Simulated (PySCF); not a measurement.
# NMR shielding calculation, with input and output: C$_{2}$H$_{11}$NSi$_{2}$

C$_{2}$H$_{11}$NSi$_{2}$, SMILES CCN([SiH3])[SiH3], computed with GIAO PBE0/pcSseg-1 NMR shielding, non-relativistic, gas phase (PySCF 2.14.0).

The geometry comes from this level: PBE0-D3(BJ)/def2-SVP. Figures and captions count atoms from 1; the log counts them from 0 in places.

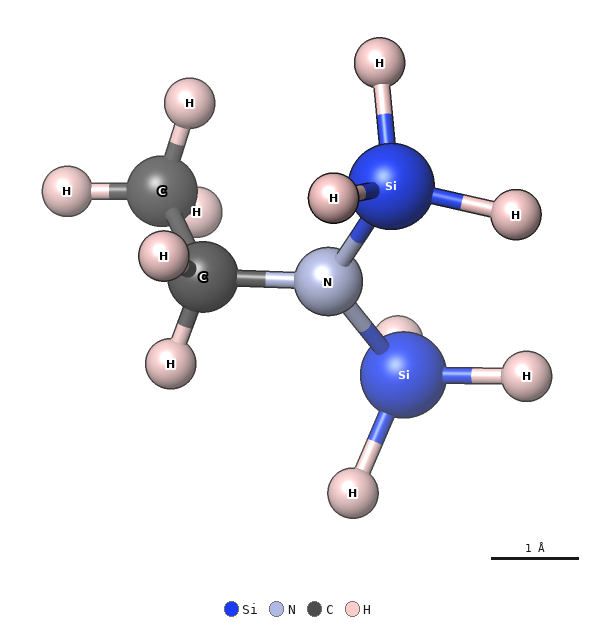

Figure 1. The structure as given in the input (ball-and-stick view, seen at a tilt).

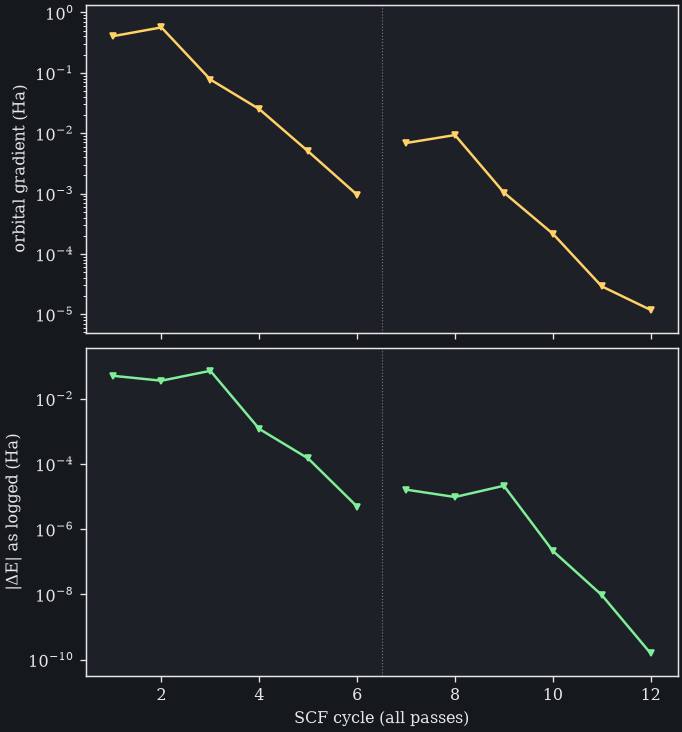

Figure 2. Convergence of the self-consistent field: orbital gradient and size of the energy change against the SCF cycle. The dotted line marks the change from a coarse to the final integration grid. The first 6 cycles use a coarse grid, the final grid takes over at cycle 7, and the field converges after 12 cycles in all.

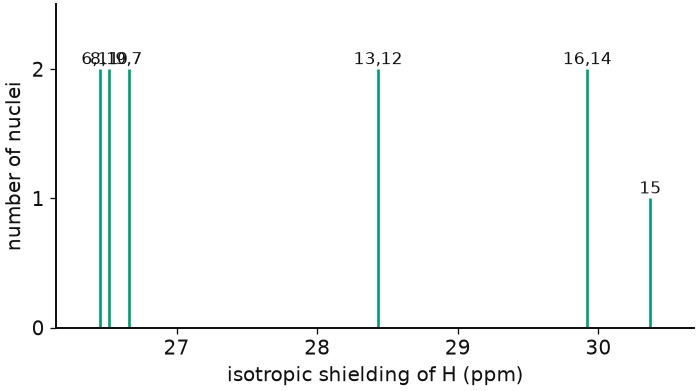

Figure 3. Isotropic shieldings of the hydrogen nuclei in this fixed geometry, labelled by atom number; shielding grows to the right, so chemical shift grows to the left. The least shielded is H6 (26.5 ppm), the most shielded H15 (30.4 ppm).

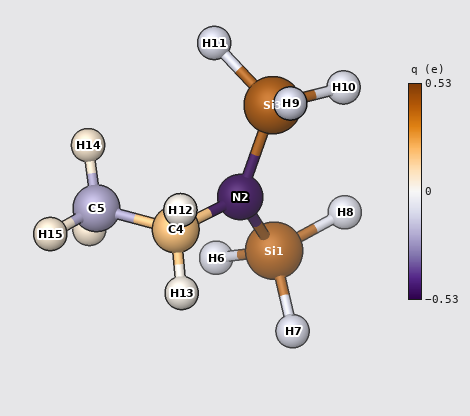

Figure 4. ESP-fitted charges, as the colour of each atom (ball-and-stick view, seen at a tilt; atoms are numbered from 1 in the order of the input). By element: Si +0.44, N −0.50, C −0.23 to +0.19 and H −0.11 to +0.07 e.

These pictures come from the run below.

**Input file**
```
{"job": {"kind": "nmr", "xc": "PBE0", "basis": "pcSseg-1"}, "charge": 0, "multiplicity": 1}
Si    -1.529667    -1.263962     0.117929
N     -0.463911     0.054889    -0.293546
Si    -0.904612     1.742958    -0.279075
C      0.934685    -0.274470    -0.584857
C      1.829918    -0.307886     0.644727
H     -1.174822    -1.924180     1.416356
H     -1.449272    -2.320327    -0.940769
H     -2.920161    -0.735297     0.217564
H     -0.469733     2.383395    -1.561230
H     -2.383778     1.843537    -0.122131
H     -0.253129     2.512308     0.830765
H      1.333268     0.454954    -1.313725
H      0.976130    -1.251619    -1.100341
H      1.841611     0.668861     1.152466
H      2.865731    -0.560546     0.369386
H      1.478436    -1.057677     1.370183
```

The first line tells a small driver script what to run in PySCF; the rest is the geometry in Å.

Launched with:
```bash
OMP_NUM_THREADS=1 python <driver script> task.json out
```

**The program's output**
```
coarse grid: 13304 points
cycle   1  E = -716.0723105195  dE =  5.021e-02  |g| = 4.023e-01  |ddm| = 3.381e+00
cycle   2  E = -716.0368763959  dE =  3.543e-02  |g| = 5.640e-01  |ddm| = 8.456e-01
cycle   3  E = -716.1080749383  dE = -7.120e-02  |g| = 7.724e-02  |ddm| = 5.631e-01
cycle   4  E = -716.1092506228  dE = -1.176e-03  |g| = 2.499e-02  |ddm| = 8.094e-02
cycle   5  E = -716.1093965248  dE = -1.459e-04  |g| = 4.983e-03  |ddm| = 2.267e-02
cycle   6  E = -716.1094014066  dE = -4.882e-06  |g| = 9.520e-04  |ddm| = 4.804e-03
final grid: 116352 points
cycle   7  E = -716.1356075006  dE = -1.619e-05  |g| = 6.854e-03  |ddm| = 1.908e-02
cycle   8  E = -716.1355978976  dE =  9.603e-06  |g| = 9.300e-03  |ddm| = 1.411e-02
cycle   9  E = -716.1356191633  dE = -2.127e-05  |g| = 1.038e-03  |ddm| = 8.500e-03
cycle  10  E = -716.1356193773  dE = -2.141e-07  |g| = 2.160e-04  |ddm| = 8.966e-04
cycle  11  E = -716.1356193868  dE = -9.487e-09  |g| = 2.900e-05  |ddm| = 1.819e-04
cycle  12  E = -716.1356193870  dE = -1.543e-10  |g| = 1.179e-05  |ddm| = 4.249e-05
converged SCF energy = -716.1356193870

GIAO shielding tensors (ppm)
atom      isotropic    diamagn.    paramagn.     s11        s22        s33       span
  0 Si     395.969     880.046    -484.077    339.662    367.969    480.275    140.614
  1 N      251.300     328.480     -77.180    221.246    245.874    286.779     65.533
  2 Si     395.860     880.049    -484.189    339.573    367.724    480.284    140.711
  3 C      138.019     243.090    -105.072    112.783    132.064    169.208     56.425
  4 C      167.958     247.690     -79.732    151.141    169.999    182.735     31.595
  5 H       26.457      29.414      -2.957     22.657     24.885     31.829      9.173
  6 H       26.663      29.176      -2.513     23.269     24.682     32.037      8.769
  7 H       26.519      29.559      -3.039     22.923     25.492     31.144      8.221
  8 H       26.659      29.181      -2.521     23.258     24.688     32.033      8.775
  9 H       26.520      29.566      -3.046     22.919     25.491     31.148      8.229
 10 H       26.459      29.417      -2.958     22.659     24.882     31.835      9.176
 11 H       28.435      30.779      -2.344     23.415     28.226     33.664     10.249
 12 H       28.432      30.764      -2.332     23.415     28.204     33.676     10.261
 13 H       29.926      30.256      -0.330     25.531     29.170     35.077      9.546
 14 H       30.368      28.530       1.838     26.328     27.114     37.663     11.335
 15 H       29.916      30.257      -0.341     25.501     29.193     35.055      9.554
```

**Results in brief**

| quantity | value |
| --- | --- |
| outcome | converged |
| total energy | −716.135619 hartree |
| HOMO | −7.01 eV |
| LUMO | 0.29 eV |
| dipole moment | 0.87 D |
| isotropic shielding, Si | 395.9 to 396.0 ppm |
| isotropic shielding, N | 251.3 ppm |
| isotropic shielding, C | 138.0 to 168.0 ppm |
| isotropic shielding, H | 26.5 to 30.4 ppm |
| hardware | 1 CPU thread, shared host |
| wall time | 22 s |
| peak memory | 0.88 GiB |
